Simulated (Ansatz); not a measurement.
# How far to go with the plane-wave cutoff: AlFe3 (P4mm, 4 atoms in the cell)

```yaml
crystal:
  lattice:
    - [3.62109, 0.00000, 0.00000]
    - [0.00000, 3.62109, 0.00000]
    - [0.00000, 0.00000, 3.62109]
  atoms:
    - { symbol: Al, position: [0.00000, 0.00000, 0.01381] }
    - { symbol: Fe, position: [0.00000, 0.50000, 0.50000], spin: 4.0 }
    - { symbol: Fe, position: [0.50000, 0.00000, 0.50000], spin: 4.0 }
    - { symbol: Fe, position: [0.50000, 0.50000, 0.00000], spin: 4.0 }
```
(The spins are starting values, not results.)

Method of the run: PBEsol, default PAW files made with PBE (plane waves; Ansatz, a program for electronic structure).

Base settings: basis.ecutwfc = 420 eV; kpoints.mp_grid.grid = 5 5 5; hamiltonian.xc = pbesol; hamiltonian.pseudopotentials = {kind: paw} (the program's default PAW files); magnetization.spin_polarized = true; scf.occupations.method = fermi_dirac; scf.occupations.width = 0.1 eV.

The second cell is the first with its lattice scaled by 0.98.

The mesh stays at the base's, so the ladder's end is converged at best in this setting alone.

The first pressure column holds Ansatz's estimate of the finite-basis (Pulay) stress, which hides part of the cutoff error; the other is without it.

Only quantities that move along the ladder and can be compared are tabulated.

The magnetic state is not the same in all runs (site moments differ, or a search went on to a lower state), so steps between rows are not convergence errors alone.

The count of work is k-points × plane waves × bands × iterations; it is no time. 

The starting cell comes from a database of computed structures (which also holds hypothetical and non-ambient phases and stackings), without a prior relaxation at this level. Its lattice was rescaled by up to half a per cent. One atom was moved a little off its site on purpose. The magnetic order is the one reached from the typed start; others were not searched systematically. In the base run, with a pressure of about -4 GPa the cell is away from its equilibrium volume at this level. Without a gap this mesh is coarse (it stands for a supercell whose shortest vector is 18 Å).

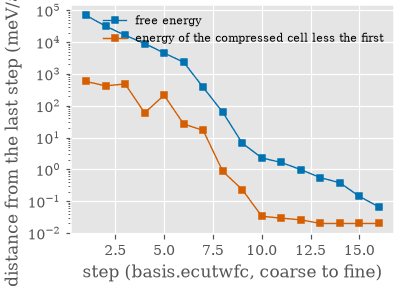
Fig. 1. Distance from the last step along the ladder; very small values are drawn at a floor.

| basis.ecutwfc | free energy less the last step's (meV/atom) | energy of the compressed cell less the first (meV/atom) | pressure (GPa) | pressure without the Pulay estimate (GPa) | largest difference of a force vector from the last step's (eV/Å) | count of work / last |
|---|---|---|---|---|---|---|
| 145 eV | 69200.57 | 585.31 | -217.82 | -3039.58 | 0.610 | 0.052 |
| 170 eV | 31921.38 | -418.35 | -160.23 | -1611.44 | 0.477 | 0.11 |
| 190 eV | 16431.17 | 488.56 | -36.97 | -912.41 | 0.245 | 0.075 |
| 210 eV | 9045.67 | -55.32 | 15.60 | -550.34 | 0.048 | 0.11 |
| 230 eV | 4538.12 | 219.52 | 10.27 | -308.37 | 0.151 | 0.11 |
| 250 eV | 2338.99 | -22.04 | 14.64 | -178.26 | 0.133 | 0.13 |
| 295 eV | 377.45 | 21.43 | -1.03 | -43.33 | 0.015 | 0.15 |
| 335 eV | 62.89 | 3.67 | -3.84 | -12.97 | 0.016 | 0.19 |
| 380 eV | 6.70 | 4.78 | -3.96 | -5.00 | 0.002 | 0.21 |
| 420 eV | 2.30 | 4.58 | -4.00 | -4.09 | 0.000 | 0.27 |
| 460 eV | 1.65 | 4.58 | -4.00 | -4.06 | 0.000 | 0.30 |
| 505 eV | 0.98 | 4.57 | -4.00 | -4.05 | 0.000 | 0.36 |
| 565 eV | 0.55 | 4.56 | -4.00 | -4.01 | 0.000 | 0.41 |
| 630 eV | 0.38 | 4.55 | -4.00 | -4.01 | 0.000 | 0.51 |
| 735 eV | 0.14 | 4.55 | -4.00 | -4.01 | 0.000 | 0.61 |
| 840 eV | 0.07 | 4.55 | -4.00 | -4.00 | 0.000 | 0.76 |
| 1010 eV | 0.00 | 4.55 | -4.00 | -4.00 | 0.000 | 1.0 |

Coarsest basis.ecutwfc that holds the pressure without the Pulay estimate within 0.5 GPa of the last step, with all finer ones: 420 eV, at 0.27 of the last step's count of work; the step before is off by 1.00 GPa.

Coarsest basis.ecutwfc that holds the free energy within 5 meV/atom of the last step, with all finer ones: 420 eV, at 0.27 of the last step's count of work; the step before is off by 6.7 meV/atom.

Coarsest basis.ecutwfc that holds the pressure within 0.1 GPa of the last step, with all finer ones: 380 eV, at 0.21 of the last step's count of work; the step before is off by 0.16 GPa.

The energy difference between the two cells stays within 1 meV/atom of the last step's from 335 eV on, the total only from 505 eV on: much of the error is common to both cells and cancels.

At the lowest cutoff the pressure without the Pulay estimate lies 3040 GPa under the last step's, the usual sign of Pulay stress in an incomplete plane-wave basis.

Keys are those of Ansatz 0.2.
